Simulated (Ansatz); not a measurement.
# CH5Al (SMILES [CH3][AlH2]) at BCCD(T)/STO-3G

What is the vertical singlet–triplet gap of CH5Al at BCCD(T)/STO-3G? 

The calculation is run with Ansatz 0.2.0.

43 further runs of the same task are left out: 1 that didn't finish, 42 set aside as unsound or not needed.

### Step 1. Starting point

CH5Al: 7 atoms, total charge 0, spin state singlet. As SMILES, `[CH3][AlH2]`. Geometry: relaxed at PBE0-D4/def2-TZVP.

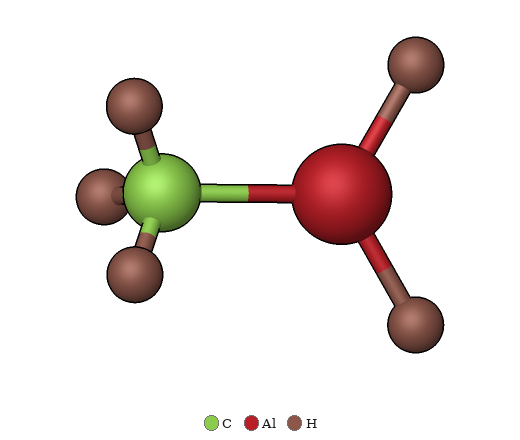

Viewed from a chosen angle; carbon green, aluminium red, hydrogen brown.

### Step 2. A single-point energy at BCCD(T)/STO-3G

in.yaml reads:

```yaml
crystal:
  periodic: [false, false, false]
  atoms:
    - {symbol: C, position_ang: [-0.448500, -0.695600, -0.355500]}
    - {symbol: Al, position_ang: [0.562900, 0.778300, 0.424700]}
    - {symbol: H, position_ang: [-1.063100, -1.219600, 0.380800]}
    - {symbol: H, position_ang: [-1.134400, -0.306400, -1.118200]}
    - {symbol: H, position_ang: [0.193400, -1.425500, -0.855600]}
    - {symbol: H, position_ang: [0.016000, 1.549300, 1.703400]}
    - {symbol: H, position_ang: [1.934800, 1.251600, -0.225400]}
basis:
  gaussian:
    orbitals: STO-3G
correlation:
  method: bccd_t
  frozen_orbitals: {Al: 5, C: 1, H: 0}
accuracy: high
scf:
  omitted_lower_state_checks: [cluster_reference, increment]
```

The run is started by

```sh
$ ansatz run in.yaml --threads 1 --pin off --max-ram 2610MiB --events-out events.jsonl --progress --plain --runs-dir runs
```

Log, cut to the lines that bear on the results:

```text
Warning: RAYON_NUM_THREADS=1 ignored (pool sized by the plan → 1); use --threads N
Functional definition: HF
  name "HF"
[...]
335 factors; integrals over basis functions are off by at most 2.0e-8 eV
[...]
mean field -7600.64080459 eV, -279.3183976694 hartree, gradient 8.2e-8 eV, S^2 0.000000; 0 other end points of the search recorded, 0 dependent functions left out
6 core orbitals not correlated: weight in the atoms' cores, before any rotation towards them, 0.999 or more for the frozen orbitals, at most 0.000 for the correlated occupied ones
reference -7600.64080459 eV, -279.3183976694 hartree; 6, 6 occupied and 7, 7 virtual orbitals, 335 factors
second order -2.31927776 eV of doubles, -0.00000000 eV of singles
cycle   1  -2.90015921 eV  change   -5.8e-1 eV  update   5.9e-2
[...]
cycle  17  -3.20382564 eV  change   9.4e-10 eV  update   1.3e-9
perturbative correction -0.02263460 eV, -0.0008318061 hartree
Total energy: -7603.86726483 eV, -279.4369678963 hartree
Checks for a lower state left out: cluster_reference, increment
```

Wall time 0.18 s (1 thread of Arm Neoverse V1, shared host).

### Step 3. The triplet

molecule.yaml reads:

```yaml
crystal:
  periodic: [false, false, false]
  atoms:
    - {symbol: C, position_ang: [-0.448500, -0.695600, -0.355500]}
    - {symbol: Al, position_ang: [0.562900, 0.778300, 0.424700]}
    - {symbol: H, position_ang: [-1.063100, -1.219600, 0.380800]}
    - {symbol: H, position_ang: [-1.134400, -0.306400, -1.118200]}
    - {symbol: H, position_ang: [0.193400, -1.425500, -0.855600]}
    - {symbol: H, position_ang: [0.016000, 1.549300, 1.703400]}
    - {symbol: H, position_ang: [1.934800, 1.251600, -0.225400]}
basis:
  gaussian: {orbitals: STO-3G}
scf: {omitted_lower_state_checks: [cluster_reference, increment]}
accuracy: high
magnetization: {spin_polarized: true, initial_magnetization: 2}
correlation: {method: bccd_t, frozen_orbitals: {Al: 5, C: 1, H: 0}}
```

The run is started by

```sh
$ ansatz run molecule.yaml --threads 1 --pin off --max-ram 2610MiB --events-out events.jsonl --progress --plain --runs-dir runs
```

Log, cut to the lines that bear on the results:

```text
Warning: RAYON_NUM_THREADS=1 ignored (pool sized by the plan → 1); use --threads N
Functional definition: HF
  name "HF"
[...]
335 factors; integrals over basis functions are off by at most 2.0e-8 eV
[...]
mean field -7592.18220726 eV, -279.0075499509 hartree, gradient 1.9e-8 eV, S^2 2.007893; 4 other end points of the search recorded, 0 dependent functions left out
6 core orbitals not correlated: weight in the atoms' cores, before any rotation towards them, 0.999 or more for the frozen orbitals, at most 0.000 for the correlated occupied ones
reference -7592.18220726 eV, -279.0075499509 hartree; 7, 5 occupied and 6, 8 virtual orbitals, 335 factors
second order -2.12569380 eV of doubles, -0.00000000 eV of singles
cycle   1  -2.77414634 eV  change   -6.5e-1 eV  update   8.0e-2
[...]
cycle  38  -3.27591765 eV  change  -6.1e-10 eV  update   1.3e-9
perturbative correction -0.04192883 eV, -0.0015408561 hartree
Total energy: -7595.50005375 eV, -279.1294785603 hartree
Checks for a lower state left out: cluster_reference, increment
```

Run time: 0.51 s. Hardware: 1 thread of Arm Neoverse V1, shared host.

### Step 4. Results

Level: BCCD(T)/STO-3G, 6 core orbitals frozen.

| quantity | value |
| --- | --- |
| singlet: total energy | -279.43697 Eh |
| singlet: correlation energy (6 core orbitals frozen) | -118.6 mEh |
| singlet: (T) correction | -0.83 mEh |
| triplet: total energy | -279.12948 Eh |
| triplet: correlation energy (6 core orbitals frozen) | -121.9 mEh |
| triplet: (T) correction | -1.54 mEh |
| triplet: ⟨S²⟩ of the reference determinant | 2.008 |
| vertical energy of the triplet above the singlet | 8.367 eV |

**Reading.** At this shape the triplet lies 8.37 eV (193 kcal/mol) above the singlet. In a minimal basis such a difference can be off by several eV, whatever the method. The triples (singlet) make up 0.7 % of the correlation energy. The triples (triplet) make up 1.3 % of the correlation energy.
